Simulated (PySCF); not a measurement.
C4H8O2S

```yaml
atoms:
  - { symbol: C, position_ang: [1.8847, -0.0003, -0.1559] }
  - { symbol: C, position_ang: [0.5128, -0.4505, 0.2730] }
  - { symbol: C, position_ang: [-0.5372, -0.6383, -0.8306] }
  - { symbol: C, position_ang: [-1.7382, 0.0428, -0.1739] }
  - { symbol: S, position_ang: [-0.5754, 0.8513, 0.9930] }
  - { symbol: O, position_ang: [-0.2041, 2.1696, 0.5645] }
  - { symbol: O, position_ang: [-0.9161, 0.6675, 2.3758] }
  - { symbol: H, position_ang: [2.5409, 0.0984, 0.7053] }
  - { symbol: H, position_ang: [2.3291, -0.7115, -0.8509] }
  - { symbol: H, position_ang: [1.8075, 0.9710, -0.6403] }
  - { symbol: H, position_ang: [0.5397, -1.2858, 0.9691] }
  - { symbol: H, position_ang: [-0.7127, -1.6807, -1.0945] }
  - { symbol: H, position_ang: [-0.2348, -0.0950, -1.7253] }
  - { symbol: H, position_ang: [-2.3179, 0.7032, -0.8072] }
  - { symbol: H, position_ang: [-2.3827, -0.6335, 0.3760] }
```

Geometry: GFN2-xTB.

Theory: PBE0/pcSseg-1, SCF density, gas phase, non-relativistic in PySCF.

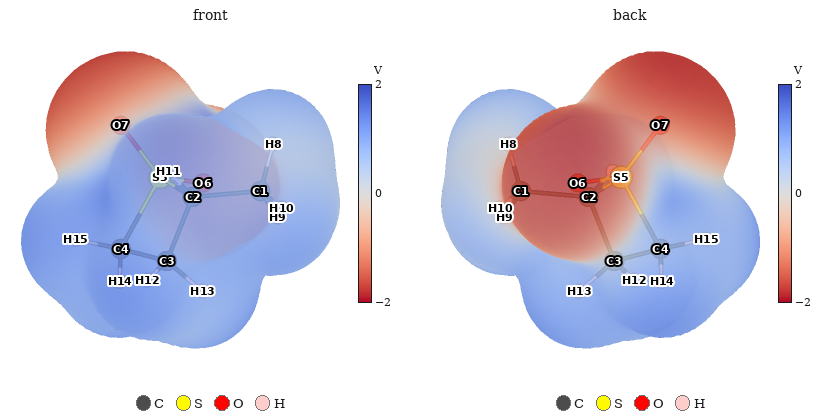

Figure 1. The electrostatic potential painted on the density surface at 0.002 e/bohr³, seen from the front and from behind; red is negative and blue positive.

Q: Which sites attract a positive test charge, and which a negative one?

A: A positive charge is drawn to the negative regions and a negative charge to the positive ones. The most negative region (about −1.8 V) lies over O6 and O7, the most positive (about +1.3 V) over the C, H and S atoms.

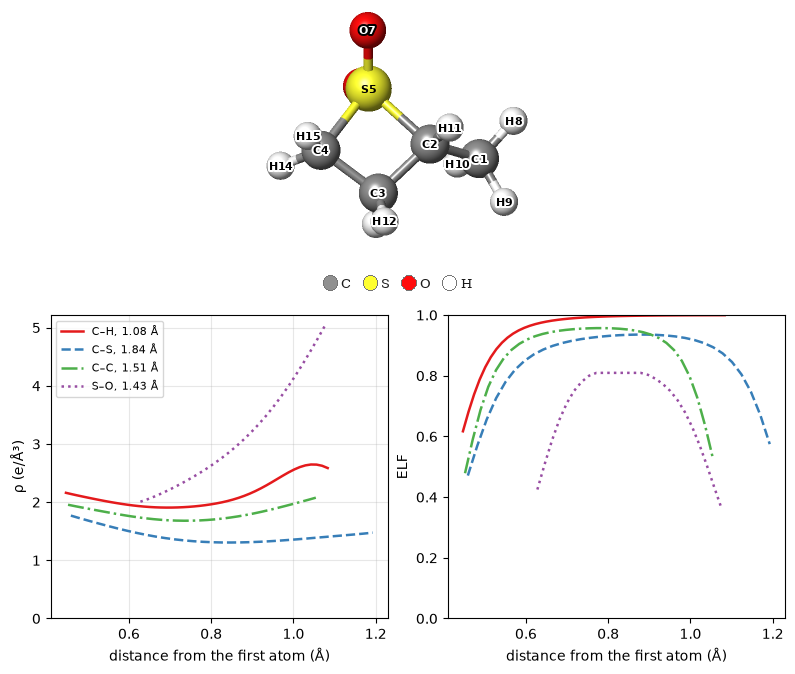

Figure 2. Electron density and ELF along straight lines between neighbouring atoms. The curves leave out the atomic cores. The structure is drawn too.

Q: Compare the contacts.

A: C–H (1.08 Å): ρ at the midpoint is about 2 e/Å³; the ELF climbs to about 1 towards the hydrogen, as it does in any bond to H: an ordinary covalent bond to hydrogen.
C–S (1.84 Å): ρ is about 1.3 e/Å³ halfway; the ELF peaks at about 0.95 between the atoms: a covalent bond.
C–C (1.51 Å): ρ is about 1.7 e/Å³ halfway; the ELF peaks at about 0.95 between the atoms: a shared electron pair.
S–O (1.43 Å): ρ is about 2.3 e/Å³ halfway; the ELF peaks at about 0.80 between the atoms: a polar covalent bond.
